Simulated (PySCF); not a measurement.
**What a change does: NMR shielding calculation on C6H14AlB**

System: C6H14AlB.
Method of run 1: GIAO HF/pcSseg-1 NMR shielding, non-relativistic, gas phase (PySCF 2.14.0).

The geometry comes from this level: PBE0-D3(BJ)/def2-SVP. Text and figures count atoms from 1; the logs count them from 0 in places.

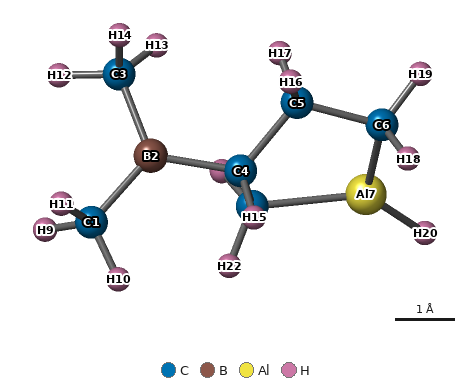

**Figure 1.** The structure (ball-and-stick view, seen at a tilt; atoms are numbered from 1 in the order of the input). Sticks mark near contacts. Bond lengths as drawn: Al–C 1.96 to 1.97 Å, Al–H 1.59 Å, B–C 1.57 to 1.58 Å, C–C 1.54 to 1.57 Å and C–H 1.10 to 1.11 Å.

### Input, run 1
```
{"job": {"kind": "nmr", "xc": "HF", "basis": "pcSseg-1", "pop": false}, "charge": 0, "multiplicity": 1}
C     -2.112324     0.314925     1.630950
B     -1.297004     0.008771     0.317416
C     -1.993544    -0.760267    -0.872749
C      0.200212     0.459104     0.202143
C      0.822279     0.734733    -1.176587
C      2.362106     0.770361    -1.117605
Al     2.698524    -0.614289     0.231432
C      0.842752    -0.812299     0.863477
H     -2.671382    -0.561000     1.999462
H     -1.519606     0.737398     2.456328
H     -2.884015     1.062735     1.364710
H     -2.885348    -1.336042    -0.582412
H     -1.315205    -1.418283    -1.438302
H     -2.327161     0.010135    -1.594524
H      0.416748     1.316042     0.866571
H      0.404996     1.671924    -1.584865
H      0.506549    -0.059677    -1.876550
H      2.711621     1.746554    -0.728242
H      2.835972     0.656225    -2.105446
H      4.034351    -1.330665     0.723269
H      0.398110    -1.747399     0.466046
H      0.700974    -0.846689     1.955266
```

The first line tells a small driver script what to run in PySCF; the rest is the geometry in Å.

Command:
```bash
OMP_NUM_THREADS=1 python <driver script> task.json out
```

Hardware: 1 CPU thread, shared host.

### Output (run 1)
```
final grid: 165560 points
cycle   1  E = -501.8032963010  dE =  1.342e+00  |g| = 4.507e-01  |ddm| = 3.907e+00
cycle   2  E = -501.8851853507  dE = -8.189e-02  |g| = 1.210e-01  |ddm| = 6.093e-01
cycle   3  E = -501.8922139977  dE = -7.029e-03  |g| = 3.439e-02  |ddm| = 2.359e-01
cycle   4  E = -501.8925962308  dE = -3.822e-04  |g| = 6.730e-03  |ddm| = 4.102e-02
cycle   5  E = -501.8926230902  dE = -2.686e-05  |g| = 1.822e-03  |ddm| = 1.497e-02
cycle   6  E = -501.8926252158  dE = -2.126e-06  |g| = 6.690e-04  |ddm| = 4.125e-03
cycle   7  E = -501.8926255497  dE = -3.339e-07  |g| = 2.215e-04  |ddm| = 1.674e-03
cycle   8  E = -501.8926255899  dE = -4.022e-08  |g| = 6.933e-05  |ddm| = 5.608e-04
cycle   9  E = -501.8926255947  dE = -4.780e-09  |g| = 2.188e-05  |ddm| = 2.051e-04
cycle  10  E = -501.8926255952  dE = -5.397e-10  |g| = 7.644e-06  |ddm| = 6.971e-05
converged SCF energy = -501.8926255952

GIAO shielding tensors (ppm)
atom      isotropic    diamagn.    paramagn.     s11        s22        s33       span
  0 C      177.583     251.738     -74.155    167.004    173.331    192.414     25.410
  1 B       46.055     185.525    -139.471      2.413      9.388    126.363    123.950
  2 C      183.247     252.095     -68.849    173.754    186.021    189.966     16.211
  3 C      157.036     251.741     -94.705    143.368    154.515    173.224     29.856
  4 C      166.067     245.822     -79.755    153.849    167.777    176.573     22.724
  5 C      182.748     250.142     -67.394    168.055    183.231    196.958     28.904
  6 Al     305.447     792.726    -487.279    270.772    297.947    347.623     76.851
  7 C      190.911     251.823     -60.913    169.962    192.860    209.911     39.949
  8 H       30.746      30.128       0.618     27.088     28.632     36.517      9.428
  9 H       31.098      32.201      -1.103     26.619     30.811     35.866      9.247
 10 H       31.117      29.682       1.435     27.448     28.660     37.245      9.797
 11 H       30.969      30.470       0.499     26.558     29.089     37.260     10.701
 12 H       31.051      32.752      -1.701     26.275     31.860     35.018      8.744
 13 H       31.444      30.898       0.546     26.530     30.102     37.700     11.171
 14 H       31.005      35.480      -4.475     25.636     30.344     37.033     11.397
 15 H       29.850      32.333      -2.483     23.687     29.083     36.780     13.094
 16 H       30.836      33.670      -2.834     24.240     31.096     37.172     12.932
 17 H       31.857      30.413       1.445     26.640     29.083     39.849     13.210
 18 H       31.280      29.600       1.680     25.715     28.677     39.448     13.733
 19 H       26.440      28.237      -1.798     23.629     23.805     31.885      8.256
 20 H       32.977      32.717       0.259     27.578     31.519     39.832     12.253
 21 H       32.122      32.463      -0.341     26.142     29.814     40.409     14.267
```

For run 2 the input was changed thus:
```diff
-"xc": "HF"
+"xc": "PBE0"
-"pop": false
```

How does run 2 compare with run 1?

The total energies belong to different methods, so their difference says nothing on which is more stable or more accurate. The HOMO goes from −9.59 to −6.86 eV. The LUMO goes from 1.58 to −1.10 eV. The dipole moment goes from 0.48 to 0.40 D. Of all shieldings, the largest change is that of Al7, by −62.8 ppm. The method changes from HF to PBE0. The SCF takes 12 iterations against 10.

### Output (run 2)
```
coarse grid: 17912 points
cycle   1  E = -503.7055231084  dE =  5.313e-01  |g| = 6.224e-01  |ddm| = 4.069e+00
cycle   2  E = -503.6525456327  dE =  5.298e-02  |g| = 7.632e-01  |ddm| = 1.344e+00
cycle   3  E = -503.8133531637  dE = -1.608e-01  |g| = 6.713e-02  |ddm| = 8.348e-01
cycle   4  E = -503.8143208656  dE = -9.677e-04  |g| = 3.097e-02  |ddm| = 1.008e-01
cycle   5  E = -503.8145632188  dE = -2.424e-04  |g| = 5.354e-03  |ddm| = 3.178e-02
cycle   6  E = -503.8145704965  dE = -7.278e-06  |g| = 1.295e-03  |ddm| = 6.314e-03
final grid: 165560 points
cycle   7  E = -503.8599800103  dE = -4.530e-05  |g| = 9.780e-03  |ddm| = 3.413e-02
cycle   8  E = -503.8599657738  dE =  1.424e-05  |g| = 1.222e-02  |ddm| = 2.032e-02
cycle   9  E = -503.8600056773  dE = -3.990e-05  |g| = 7.984e-04  |ddm| = 1.182e-02
cycle  10  E = -503.8600058236  dE = -1.463e-07  |g| = 2.357e-04  |ddm| = 9.878e-04
cycle  11  E = -503.8600058377  dE = -1.417e-08  |g| = 4.009e-05  |ddm| = 2.490e-04
cycle  12  E = -503.8600058381  dE = -3.433e-10  |g| = 1.577e-05  |ddm| = 5.689e-05
converged SCF energy = -503.8600058381

GIAO shielding tensors (ppm)
atom      isotropic    diamagn.    paramagn.     s11        s22        s33       span
  0 C      169.523     252.298     -82.775    156.322    166.040    186.206     29.884
  1 B       29.745     188.494    -158.749    -19.757     -9.766    118.760    138.517
  2 C      176.461     252.655     -76.194    164.527    180.954    183.901     19.374
  3 C      142.174     252.987    -110.813    123.396    140.554    162.572     39.176
  4 C      154.880     248.066     -93.187    139.251    157.598    167.790     28.539
  5 C      170.848     250.677     -79.829    157.757    168.049    186.738     28.981
  6 Al     242.652     795.892    -553.240    184.819    229.098    314.039    129.220
  7 C      178.267     251.870     -73.603    157.502    177.590    199.708     42.206
  8 H       30.220      29.738       0.483     26.932     28.280     35.449      8.517
  9 H       30.618      31.869      -1.251     26.629     30.312     34.912      8.283
 10 H       30.605      29.266       1.338     27.208     28.382     36.224      9.016
 11 H       30.488      30.133       0.355     26.570     28.780     36.114      9.544
 12 H       30.512      32.429      -1.917     26.077     31.358     34.101      8.024
 13 H       30.972      30.512       0.461     26.245     29.804     36.868     10.623
 14 H       30.051      35.109      -5.058     24.940     29.748     35.464     10.524
 15 H       29.145      32.006      -2.861     23.230     28.739     35.465     12.236
 16 H       30.176      33.435      -3.260     23.779     30.635     36.113     12.334
 17 H       31.184      29.823       1.361     26.234     28.585     38.734     12.500
 18 H       30.482      28.912       1.571     25.295     28.350     37.803     12.509
 19 H       25.326      27.981      -2.655     22.542     22.999     30.438      7.896
 20 H       32.190      32.150       0.039     27.079     31.020     38.470     11.390
 21 H       31.338      31.838      -0.500     25.665     29.423     38.925     13.259
```

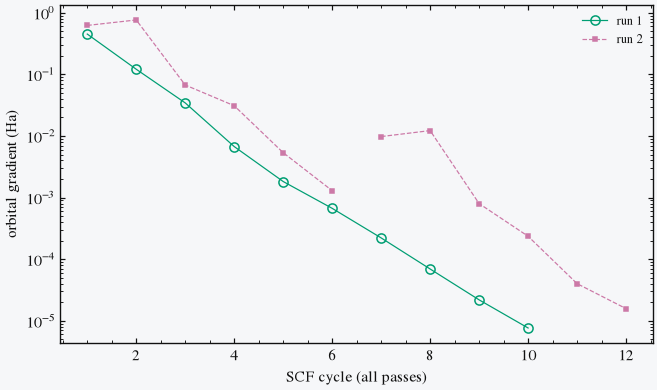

**Figure 2.** Convergence of the two runs: orbital gradient against the SCF cycle. A break in a curve parts two SCF passes (coarse and final grid). Run 1 takes 10 cycles in all, and run 2 takes 12.

### The two runs side by side

| quantity | run 1 | run 2 |
| --- | --- | --- |
| outcome | converged | converged |
| total energy (hartree) | −501.892626 | −503.860006 |
| HOMO (eV) | −9.59 | −6.86 |
| LUMO (eV) | 1.58 | −1.10 |
| dipole moment (D) | 0.48 | 0.40 |
| shielding of C1 (ppm) | 177.6 | 169.5 |
| shielding of B2 (ppm) | 46.1 | 29.7 |
| shielding of C4 (ppm) | 157.0 | 142.2 |
| shielding of C5 (ppm) | 166.1 | 154.9 |
| shielding of C6 (ppm) | 182.7 | 170.8 |
| shielding of Al7 (ppm) | 305.4 | 242.7 |
| shielding of C8 (ppm) | 190.9 | 178.3 |
| SCF iterations | 10 | 12 |
| basis functions | 213 | 213 |
| wall time (shared host) | 38 s | 72 s |
